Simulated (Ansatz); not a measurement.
# SiAsNH6 (SMILES N[AsH][SiH3]) at CCSD(T)/def2-SVP

What is the energy change on altering one bond length of SiAsNH6 at CCSD(T)/def2-SVP? 

Program for the calculation: Ansatz 0.2.0.

72 further runs of the same task are left out: 72 set aside as unsound or not needed.

**1. The molecule**

The species is SiAsNH6 (9 atoms), meant as a singlet with charge 0. SMILES: `N[AsH][SiH3]`. The coordinates come from a PBE0-D4/def2-TZVP relaxation. This is one conformer, not always the lowest.

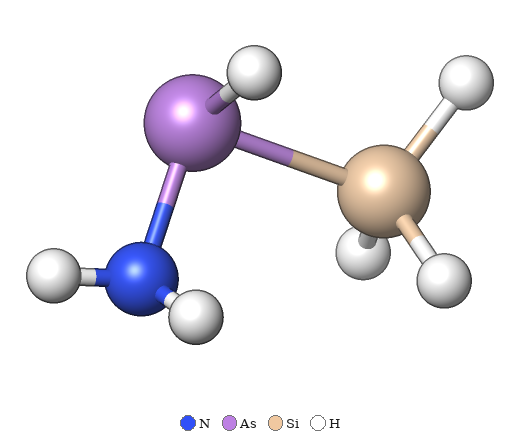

Viewed from a chosen angle; nitrogen blue, arsenic purple, silicon light orange, hydrogen white.

**2. The energy at CCSD(T)/def2-SVP**

run.yaml

```yaml
basis:
  gaussian: {orbitals: def2-SVP}
crystal:
  periodic: [false, false, false]
  atoms:
    - {symbol: N, position_ang: [-1.101100, 0.719000, -1.145600]}
    - {symbol: As, position_ang: [0.735100, 0.438100, -0.988900]}
    - {symbol: Si, position_ang: [0.557300, -1.064700, 0.828600]}
    - {symbol: H, position_ang: [-1.303700, 1.291400, -1.954300]}
    - {symbol: H, position_ang: [-1.525300, 1.144300, -0.332300]}
    - {symbol: H, position_ang: [1.144100, 1.592600, -0.059800]}
    - {symbol: H, position_ang: [1.889500, -1.194000, 1.477900]}
    - {symbol: H, position_ang: [0.123900, -2.393300, 0.326700]}
    - {symbol: H, position_ang: [-0.431200, -0.579700, 1.830600]}
correlation: {method: ccsd_t, frozen_orbitals: {As: 9, H: 0, "N": 1, Si: 5}}
accuracy: high
scf: {omitted_lower_state_checks: [cluster_reference, increment]}
```

The run is started by

```sh
$ ansatz run run.yaml --threads 1 --pin off --max-ram 3480MiB --events-out events.jsonl --progress --plain --runs-dir runs
```

The log of the run (excerpt; [...] marks lines left out):

```text
Warning: RAYON_NUM_THREADS=1 ignored (pool sized by the plan → 1); use --threads N
Functional definition: HF
  name "HF"
[...]
2062 factors; integrals over basis functions are off by at most 4.7e-9 eV
[...]
mean field -70223.10826788 eV, -2580.6516299122 hartree, gradient 4.2e-8 eV, S^2 0.000000; 0 other end points of the search recorded, 0 dependent functions left out
15 core orbitals not correlated: weight in the atoms' cores, before any rotation towards them, 1.000 or more for the frozen orbitals, at most 0.000 for the correlated occupied ones
reference -70223.10826788 eV, -2580.6516299122 hartree; 15, 15 occupied and 64, 64 virtual orbitals, 2062 factors
second order -13.98406839 eV of doubles, -0.00000000 eV of singles
cycle   1  -14.53365383 eV  change   -5.5e-1 eV  update   8.9e-2
[...]
cycle  21  -15.07065858 eV  change    2.2e-9 eV  update   3.6e-9
perturbative correction -0.41109172 eV, -0.0151073421 hartree
Total energy: -70238.59001818 eV, -2581.2205737419 hartree
Checks for a lower state left out: cluster_reference, increment
```

Run time: 9.3 s. Hardware: 1 thread of AMD EPYC 9R45 (Zen 5), shared host; peak memory 0.57 GiB.

**3. The distorted shape at the same level**

in.yaml

```yaml
crystal:
  periodic: [false, false, false]
  atoms:
    - {symbol: "N", position_ang: [-0.592050, 0.208630, -2.121579]}
    - {symbol: As, position_ang: [1.244150, -0.072270, -1.964879]}
    - {symbol: Si, position_ang: [1.066350, -1.575070, -0.147379]}
    - {symbol: H, position_ang: [-0.794650, 0.781030, -2.930279]}
    - {symbol: H, position_ang: [-1.525300, 1.144300, -0.332300]}
    - {symbol: H, position_ang: [1.653150, 1.082230, -1.035779]}
    - {symbol: H, position_ang: [2.398550, -1.704370, 0.501921]}
    - {symbol: H, position_ang: [0.632950, -2.903670, -0.649279]}
    - {symbol: H, position_ang: [0.077850, -1.090070, 0.854621]}
basis:
  gaussian:
    orbitals: def2-SVP
correlation:
  method: ccsd_t
  frozen_orbitals: {As: 9, H: 0, "N": 1, Si: 5}
accuracy: high
scf:
  omitted_lower_state_checks: [cluster_reference, increment]
```

The run is started by

```sh
$ ansatz run in.yaml --threads 1 --pin off --max-ram 3480MiB --events-out events.jsonl --progress --plain --runs-dir runs
```

The log of the run (excerpt; [...] marks lines left out):

```text
Warning: RAYON_NUM_THREADS=1 ignored (pool sized by the plan → 1); use --threads N
[... 2 set-up lines as earlier in the session ...]
[...]
2049 factors; integrals over basis functions are off by at most 8.3e-9 eV
[...]
mean field -70216.92047613 eV, -2580.4242327597 hartree, gradient 1.1e-8 eV, S^2 0.000000; 0 other end points of the search recorded, 0 dependent functions left out; unrestricted orbitals would lower it
15 core orbitals not correlated: weight in the atoms' cores, before any rotation towards them, 1.000 or more for the frozen orbitals, at most 0.000 for the correlated occupied ones
reference -70216.92047613 eV, -2580.4242327597 hartree; 15, 15 occupied and 64, 64 virtual orbitals, 2049 factors
second order -15.08431690 eV of doubles, -0.00000000 eV of singles
cycle   1  -15.46723904 eV  change   -3.8e-1 eV  update   1.5e-1
[...]
cycle  33  -16.60853189 eV  change   6.6e-10 eV  update  7.3e-10
perturbative correction -0.79930531 eV, -0.0293739283 hartree
Total energy: -70234.32831333 eV, -2581.0639589774 hartree
Checks for a lower state left out: cluster_reference, increment
```

Wall time 13 s (1 thread of AMD EPYC 9R45 (Zen 5), shared host); peak memory 0.56 GiB.

**4. What came out**

Level: CCSD(T)/def2-SVP, 15 core orbitals frozen.

| quantity | value |
| --- | --- |
| first shape: total energy | -2581.22057 Eh |
| first shape: correlation energy (15 core orbitals frozen) | -568.9 mEh |
| first shape: (T) correction | -15.11 mEh |
| first shape: T1 diagnostic | 0.010 |
| distorted shape: total energy | -2581.06396 Eh |
| distorted shape: correlation energy (15 core orbitals frozen) | -639.7 mEh |
| distorted shape: (T) correction | -29.37 mEh |
| distorted shape: T1 diagnostic | 0.024 |
| energy change with the N1–H5 bond stretched from 1.011 to 2.224 Å | 4.262 eV |

In words: One bond (distorted shape) is far stretched, which a spin-restricted single reference describes badly; perturbation theory on it can break down and give far too much correlation. With the N1–H5 bond stretched from 1.011 to 2.224 Å the energy rises by 4.26 eV (98 kcal/mol). The first shape isn't relaxed at this level, so the change isn't measured from a minimum. A restricted reference can't describe the breaking bond well at this length. The triples (first shape) make up 2.7 % of the correlation energy. The T1 diagnostic (distorted shape) of 0.024 is above the customary mark for such species, so a single reference may not serve. The restricted solution (distorted shape) is unstable to spin breaking: an unrestricted one lies lower. The triples (distorted shape) make up 4.6 % of the correlation energy.
